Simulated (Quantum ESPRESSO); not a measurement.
```yaml
crystal:
  lattice:
    - [5.15010, 0.00000, 0.00000]
    - [0.00000, 5.18520, 0.00000]
    - [-0.83085, 0.00000, 5.27679]
  atoms:
    - { symbol: Hf, position: [0.27468, 0.04212, 0.20835] }
    - { symbol: Hf, position: [0.72532, 0.54212, 0.29165] }
    - { symbol: Hf, position: [0.72532, 0.95788, 0.79165] }
    - { symbol: Hf, position: [0.27468, 0.45788, 0.70835] }
    - { symbol: O, position: [0.06638, 0.32567, 0.35174] }
    - { symbol: O, position: [0.93362, 0.82567, 0.14826] }
    - { symbol: O, position: [0.93362, 0.67433, 0.64826] }
    - { symbol: O, position: [0.06638, 0.17433, 0.85174] }
    - { symbol: O, position: [0.45005, 0.75702, 0.47436] }
    - { symbol: O, position: [0.54995, 0.25702, 0.02564] }
    - { symbol: O, position: [0.54995, 0.24298, 0.52564] }
    - { symbol: O, position: [0.45005, 0.74298, 0.97436] }
```
The cell was made here from an entry of the Crystallography Open Database (unchecked): atoms relaxed with PBE in the measured cell (PBE without dispersion, pw.x of a modified build of Quantum ESPRESSO, symmetry kept).  Stability against distortions was not tested. The run has no spin polarisation.

For site O1 (atoms 5, 6, 7, 8), the PAW reconstruction of the field gradient on a scalar-relativistic PBE ground state (Quantum ESPRESSO, JTH datasets) (22.5 Ha, k-mesh 5×5×4 through Γ) gives Vzz = 0.108 a.u. and η_Q = 1.00, so |C_Q| = 0.65 MHz for ¹⁷O (|Q| = 0.0256 barn). Cores are frozen. Against all-electron runs on small test molecules, this scheme's |Vzz| missed by −2 to +6 % on O. Hf had no test against all-electron runs. Spin–orbit coupling is left out, a limit on Hf. Where η passes 0.9 the sign of Vzz means little.

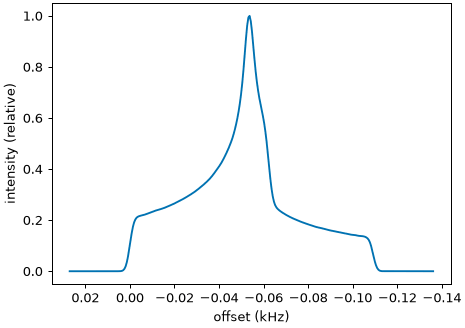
Figure: Simulated fast-MAS powder pattern of the ¹⁷O central transition at 11.7 T (Larmor frequency ν0 = 67.6 MHz, I = 5/2), second-order quadrupolar broadening alone, zero at the isotropic chemical shift

The full linewidth is 0.109 kHz, or 1.62 ppm at this field.
